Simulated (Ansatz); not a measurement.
# Nudged elastic band, with input and output: BNH5F (part 2 of 2)

BNH5F; RKS B3LYP-D4/6-31G* (Ansatz 0.2.0). The run did not end well. One setting was made poor on purpose. It belongs to a series of runs on one base structure; here: band between the two ends.

Geometry of the input (Å):
```
B  0.0611  -0.1347  -0.1722
H  0.0434  -0.4535  0.9915
N  1.2748  -0.1878  -0.8410
H  2.1503  -0.4297  -0.3968
H  1.3756  0.0589  -1.8164
H  -0.9384  0.1679  -0.7473
F  0.0600  2.1521  1.4603
H  0.0012  1.2290  1.6224
```

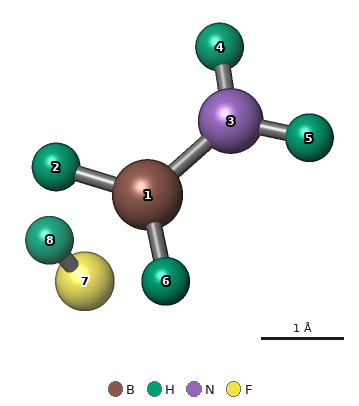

*The input geometry (ball-and-stick view, seen at a tilt; atoms are numbered from 1 in the order of the input).*

```
Unfinished report: {"positions_ang":[[0.06523748137993153,0.04021222021726601,0.02975968970502448],[0.08106566850337726,-0.21227354984051128,1.2906460352146483],[1.3018788401835664,-0.05002724039418262,-0.7069408900270466],[1.6483635032262058,-0.9038529031212941,-1.1065003696765872],[1.8588942642775428,0.7590897881687688,-0.9175447783159971],[-1.0263216731074445,-0.1526562690622225,-0.425865848636115],[0.043326032032148486,1.8180952472127643,0.5964310212716715],[0.055557873504671916,1.1036137068194116,1.3404131404644015]],"unchecked":["starts","cluster_reference","orbital_swaps","neighbouring_geometries","increment"],"mean_field":{"relativity":"none","state":{"energy":{"ev":-4963.639492463276,"hartree":-182.41038687233754},"converged":true,"gradient_ev":0.00002607124049105234,"stability":{"kind":"minimum","curvature_ev":21.005267932638045},"curvature_floor_ev":0.00030000000000000003,"spin_squared":2.1316282072803006e-14},"others":[],"fillings":{"estimated":0,"unestimated":0,"tried":0,"untried":0,"excluded_magnetic_sites":0},"n_dropped_functions":0,"n_trapped_functions":0,"passes":{"evaluations":3,"products":21},"factors":{"origin":"Cholesky decomposition","count":623,"bound_ev":0.0007974511754707802},"gradient_stop_ev":0.00009,"reference_kind":"stationary","functional":{"name":"B3LYP","citations":["Stephens, Devlin, Chabalowski & Frisch, J. Phys. Chem. 98, 11623 (1994) doi:10.1021/j100096a001","Becke, Phys. Rev. A 38, 3098 (1988) doi:10.1103/PhysRevA.38.3098","Lee, Yang & Parr, Phys. Rev. B 37, 785 (1988) doi:10.1103/PhysRevB.37.785","Vosko, Wilk & Nusair, Can. J. Phys. 58, 1200 (1980) doi:10.1139/p80-159"],"text":"name \"B3LYP\"\ncite \"Stephens, Devlin, Chabalowski & Frisch, J. Phys. Chem. 98, 11623 (1994) doi:10.1021/j100096a001\"\ncite \"Becke, Phys. Rev. A 38, 3098 (1988) doi:10.1103/PhysRevA.38.3098\"\ncite \"Lee, Yang & Parr, Phys. Rev. B 37, 785 (1988) doi:10.1103/PhysRevB.37.785\"\ncite \"Vosko, Wilk & Nusair, Can. J. Phys. 58, 1200 (1980) doi:10.1139/p80-159\"\nparameter a0 = 0.2\nparameter ax = 0.72\nparameter ac = 0.81\nexchange = (1 - a0 - ax)*slater_x + ax*b88_x + a0*exact_x\ncorrelation = (1 - ac)*vwn_rpa_c + ac*lyp_c\n","parameters":{"a0":{"value":0.2,"default":0.2},"ac":{"value":0.81,"default":0.81},"ax":{"value":0.72,"default":0.72}},"final_grid":{"core_spheres":13.0,"valence_spheres":11.0,"degree":36.0},"final_grid_parameter_source":"default","radial_points_factor":1.0,"radial_grid_error_ev":6.729326096032238e-7,"grid_sensitivity":"normal","grid_sensitivity_ratio":0.0013437628806248659},"unsmoothed_excess_ev":-0.00017805801485723177,"symmetry":{"irreps":["A"],"axes":[[0.9991920835421063,0.03846354729227285,-0.011650567217064981],[-0.03907591620852139,0.9975562135791974,-0.057919543523748895],[0.009394304617632698,0.05832800595965815,0.998253269847648]],"occupied":[{"A":13},{"A":13}]},"held":{"pivots":623,"left_out":0,"joined":0},"density_repulsion":{"missed_ev":0.000035380235127631785,"excess_ev":0.0,"most_excess_ev":0.0000702,"are_drawn_again":false,"n_first_factors":623,"energy_change_ev":0.0,"n_dropped_ends":0}},"factors":{"origin":"Cholesky decomposition","count":623,"bound_ev":0.0007974511754707802},"n_frozen":0,"n_occupied":[13,13],"n_virtual":[42,42],"reference":{"ev":-4963.639492463276,"hartree":-182.41038687233754},"dispersion":{"energy":{"ev":-0.12819318666389734,"hartree":-0.004711012717435442},"switches_in_reach":[]},"total":{"ev":-4963.76768564994,"hartree":-182.415097885055},"forces_ev_per_angstrom":[[0.0341261154723589,-0.1824917508333763,0.16981534606073043],[-0.015397336452814974,0.11565309603286504,-0.10425783286222892],[-0.054759915504575464,0.11547562075041964,0.1098391135161405],[-0.13862257051963406,-0.10460165812363913,-0.27014327366486174],[0.20149207201440122,0.07570495724657948,0.15098243041763137],[-0.0028438477978909335,-0.11971648170169664,0.004753109622669943],[-0.011505172965622625,-0.5579437466411178,0.5519592442013743],[-0.012489344246636233,0.65791996327352,-0.6129481372908315]],"charge_distribution":{"dipole_moment_e_ang":[0.24017882268354449,-0.04694368455733174,0.044668992309646514],"mulliken_charges_e":[0.2532187980027292,-0.14096749228957273,-0.7619535499775782,0.31766568262618977,0.3224208680298726,-0.037162929544983125,-0.3805107758605679,0.42728939901391016],"lowdin_charges_e":[-0.20935935696377772,-0.03074253449786357,-0.38716208473624736,0.2418767522371652,0.2427289472073697,-0.013950039843199091,-0.18957659742792643,0.34618491402446794]},"n_threads":1,"memory_gib":1.7045454550534487,"seconds":{"hamiltonian":1.118352307,"orbitals":0.0,"second_order":0.0,"solver_start":0.0,"cycles":0.0,"cycle":0.0,"perturbative":0.0,"full_ci_increment":0.0,"forces":0.0}}
this run last wrote the band of iteration 6 to [file]
Error: NEB band did not converge after 6 iterations: max|band force component| = 6.71e-1 eV/Å (threshold 3.0e-2); raise `neb.max_iterations` in a new run, which can start from the last band evaluated (`neb.initial_path`, with `crystal.atoms` and `neb.final_atoms` set to its first and last images), add images, or start from endpoints closer to local minima. Where this run's directory can be resumed (`checkpoint.write`), a resume goes on for up to `neb.max_iterations` more; to start a new run from the last band, take its images' positions from the `neb_iteration` event of iteration 6 (`data.images[].positions_ang`), in the event stream of the run that computed that iteration (not this run's, if it was resumed behind it). With `checkpoint.write`, `steps/00-neb/state/checkpoint.json` in the run directory holds the last saved band, under `neb.evaluated.images[].positions_ang` (a band under a hybrid functional on support functions is neither saved nor resumed: `neb.initial_path` says where its path is): check the last entry of `neb.iterations` there, which is earlier than 6 if that iteration was not saved or its write failed. If the band's step has no `state` directory and holds `state.next`, a write was cut short, and the file is under `state.next` instead (behind a loss of power it can be under `state.prev`)
this run wrote the band of iteration 6 to [file] as well, whether or not its events were kept: a new run's `neb.initial_path` can list its `images[].positions_ang`
a run's events are kept only if it was started with --events-out <file>, and are in that file
```

**The last band as extended XYZ (Å, eV, eV/Å)**
```
8
Properties=species:S:1:pos:R:3:forces:R:3 image=0 energy=-4965.28821
B     0.0611   -0.1347   -0.1722   -0.0081  -0.0074   0.0110
H     0.0434   -0.4535    0.9915    0.0011   0.0052  -0.0103
N     1.2748   -0.1878   -0.8410    0.0030   0.0026  -0.0064
H     2.1503   -0.4297   -0.3968   -0.0017  -0.0014  -0.0013
H     1.3756    0.0589   -1.8164    0.0029  -0.0014   0.0011
H    -0.9384    0.1679   -0.7473    0.0051   0.0013   0.0026
F     0.0600    2.1521    1.4603   -0.0035  -0.0189   0.0020
H     0.0012    1.2290    1.6224    0.0013   0.0200   0.0013
8
Properties=species:S:1:pos:R:3:forces:R:3 image=1 energy=-4965.13906
B     0.0469   -0.1816   -0.0848    0.0028  -0.0910  -0.0183
H     0.0370   -0.6844    1.0160   -0.0147  -0.1284  -0.1306
N     1.2588   -0.1423   -0.7699   -0.0432  -0.0339  -0.0346
H     2.0867   -0.6351   -0.4705    0.1259   0.1724   0.2281
H     1.4253    0.4509   -1.5706   -0.1533  -0.2178  -0.2369
H    -0.9649    0.2296   -0.5600    0.0684   0.1051  -0.0733
F     0.0633    2.0833    1.0252    0.0115   0.0908   0.2304
H     0.0749    1.2818    1.5149    0.0025   0.1027   0.0353
8
Properties=species:S:1:pos:R:3:forces:R:3 image=2 energy=-4964.28012
B     0.0501   -0.0908   -0.0166    0.0091  -0.2609  -0.0573
H     0.0612   -0.4878    1.1473   -0.0231  -0.4666  -0.2784
N     1.2834   -0.0826   -0.7342   -0.0563   0.0115  -0.0047
H     1.9041   -0.8725   -0.7676    0.4091   0.0604   0.6004
H     1.6281    0.7107   -1.2531   -0.4278  -0.1658  -0.5961
H    -1.0353    0.0846   -0.4847    0.0358   0.3935  -0.0997
F     0.0619    1.9159    0.7779    0.0284   0.0478   0.4239
H     0.0744    1.2248    1.4314    0.0249   0.3799   0.0119
8
Properties=species:S:1:pos:R:3:forces:R:3 image=3 energy=-4963.76751
B     0.0652    0.0402    0.0298    0.0341  -0.1825   0.1698
H     0.0811   -0.2123    1.2906   -0.0154   0.1157  -0.1043
N     1.3019   -0.0500   -0.7069   -0.0548   0.1155   0.1098
H     1.6484   -0.9039   -1.1065   -0.1386  -0.1046  -0.2701
H     1.8589    0.7591   -0.9175    0.2015   0.0757   0.1510
H    -1.0263   -0.1527   -0.4259   -0.0028  -0.1197   0.0048
F     0.0433    1.8181    0.5964   -0.0115  -0.5579   0.5520
H     0.0556    1.1036    1.3404   -0.0125   0.6579  -0.6129
8
Properties=species:S:1:pos:R:3:forces:R:3 image=4 energy=-4965.57171
B     0.0487    0.3760   -0.1809    0.1271   1.3560  -1.1102
H     0.0914   -0.0566    1.5696    0.0062   0.4810   0.8741
N     1.2992   -0.0022   -0.7134   -0.3920   0.1435   0.0911
H     1.5653   -0.8959   -1.1043   -0.2524   0.1418  -0.0614
H     1.9711    0.7382   -0.8534    0.3204  -0.1121   0.1812
H    -0.9813   -0.2053   -0.3777    0.2401  -0.1218   0.2924
F    -0.0196    1.7296    0.2567   -0.0932  -0.2128  -1.6331
H     0.0532    0.7184    1.5038    0.0438  -1.6755   1.3659
8
Properties=species:S:1:pos:R:3:forces:R:3 image=5 energy=-4966.66441
B     0.0404    0.4982   -0.4516   -0.0324  -0.2197  -0.1992
H     0.1067   -0.0688    2.0311    0.0427  -0.2041   0.2532
N     1.2997    0.0366   -0.8390   -0.0613   0.1295  -0.0363
H     1.4735   -0.8944   -1.1834   -0.0080  -0.0242  -0.0235
H     2.1127    0.6354   -0.8011    0.1014  -0.0402  -0.0144
H    -0.9274   -0.2022   -0.4930    0.0197   0.0189  -0.0856
F    -0.0865    1.7606   -0.0095   -0.0237   0.2338  -0.1401
H     0.0089    0.6367    1.8469   -0.0384   0.1060   0.2458
8
Properties=species:S:1:pos:R:3:forces:R:3 image=6 energy=-4966.78834
B     0.0495    0.4733   -0.6049    0.0733   0.1744   0.0011
H     0.0483    0.0885    2.5765    0.0036  -0.0359   0.0692
N     1.3180    0.0075   -0.9527    0.0492  -0.0381  -0.0462
H     1.4898   -0.8795   -1.4012   -0.0752  -0.0259  -0.0017
H     2.1556    0.5463   -0.7792    0.0209   0.0318   0.0212
H    -0.9432   -0.1553   -0.8098   -0.0158  -0.0390  -0.0223
F    -0.0516    1.6832   -0.0156   -0.0501  -0.0970  -0.0618
H    -0.0384    0.6382    2.0873   -0.0059   0.0296   0.0404
8
Properties=species:S:1:pos:R:3:forces:R:3 image=7 energy=-4966.81629
B     0.1070    0.4421   -0.6992   -0.0584  -0.0403  -0.0131
H    -0.1395    0.2799    3.0070   -0.0010   0.0032   0.0131
N     1.3570   -0.0182   -1.1127    0.1037   0.0038  -0.0105
H     1.4854   -0.8264   -1.7031   -0.0528   0.0037  -0.0019
H     2.2198    0.4320   -0.8363    0.0001   0.0010   0.0037
H    -0.9058   -0.1011   -1.0278    0.0102  -0.0032  -0.0159
F     0.0344    1.5236    0.0971   -0.0020   0.0300   0.0205
H    -0.1302    0.6703    2.3753    0.0003   0.0017   0.0041
8
Properties=species:S:1:pos:R:3:forces:R:3 image=8 energy=-4966.82272
B     0.1147    0.3862   -0.7890   -0.0035   0.0016   0.0184
H    -0.1786    0.5106    3.3376    0.0003   0.0026  -0.0098
N     1.3743   -0.0345   -1.2192    0.0126  -0.0030  -0.0087
H     1.5010   -0.6689   -1.9944   -0.0049   0.0194   0.0235
H     2.2350    0.2692   -0.7823   -0.0108  -0.0063  -0.0080
H    -0.8863    0.0089   -1.3226    0.0025   0.0079   0.0041
F     0.0188    1.2347    0.2520    0.0039  -0.0198  -0.0286
H    -0.1508    0.6960    2.6183   -0.0002  -0.0024   0.0091
```

**What the run reported**

```csv
quantity,value
outcome,not converged
"barrier, forward (band not converged)",1.521 eV
"barrier, backward",3.055 eV
wall time,52 s
peak memory,0.1 GiB
```

**What went wrong**

The run did not converge: “NEB band did not converge after 6 iterations: max|band force component| = 6.71e-1 eV/Å (threshold 3.0e-2); raise `neb.max_iterations` in a new run, which can start from the last band evaluated (`neb.initial_path`, with `crystal.atoms` and `neb.final_atoms` set to its first and last images), add images, or start from endpoints closer to local minima …” Its last values are not results. A deliberately poor setting: few iterations.
